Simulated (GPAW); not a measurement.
Band structure of ZrGeSe (P4/nmm, 6 atoms in the cell).

```
CELL_PARAMETERS angstrom
      3.63083     0.00000     0.00000
      0.00000     3.63083     0.00000
      0.00000     0.00000     8.16948
ATOMIC_POSITIONS crystal
  Zr 0.00000 0.50000 0.73901
  Zr 0.50000 0.00000 0.26099
  Ge 0.00000 0.00000 0.00000
  Ge 0.50000 0.50000 0.00000
  Se 0.50000 0.00000 0.62245
  Se 0.00000 0.50000 0.37755
```

Computed with LDA (Perdew-Wang 92), GPAW PAW datasets LDA (gpaw-data 1.0.1) (plane waves; GPAW).

Settings: mode = pw; ecut = 550 eV; xc = LDA; kpts = 6 6 3; mesh shift (steps) = 0 0 0; occupations.name = methfessel-paxton; occupations.width = 0.1 eV; occupations.order = 0; nbands = -12; convergence.density = 1e-05 e/electron; symmetry.symmorphic = false; symmetry.tolerance = 0.0005; maxiter = 100; bandpath_npoints = 40.

The starting cell comes from a database of computed structures (which also holds hypothetical and non-ambient phases and stackings), without a prior relaxation at this level. Its lattice was rescaled by a random factor within 2.5 % of one.

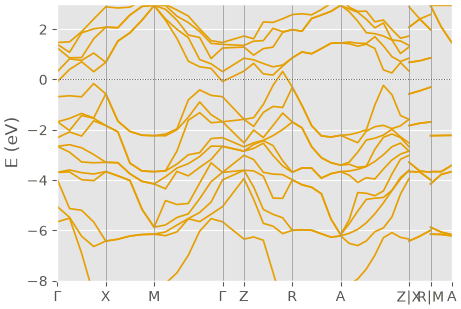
Bands along the path, energies from the Fermi level.

Levels in eV from the Fermi level, bands 19 to 26:
```csv
point,19,20,21,22,23,24,25,26
Γ,-2.31,-1.68,-1.68,-0.68,-0.08,0.31,1.25,1.39
X,-1.83,-1.83,-0.57,-0.57,0.68,0.68,2.08,2.08
M,-3.66,-3.66,-2.23,-2.23,2.94,2.94,2.95,2.95
Z,-2.67,-2.52,-1.58,-1.58,0.33,0.85,1.29,1.36
R,-1.69,-1.69,-0.31,-0.31,0.86,0.86,1.98,1.98
A,-3.40,-3.40,-2.22,-2.22,1.45,1.45,2.95,2.95
```

Bands cross the Fermi level along this path, so the cell is metallic at this level.
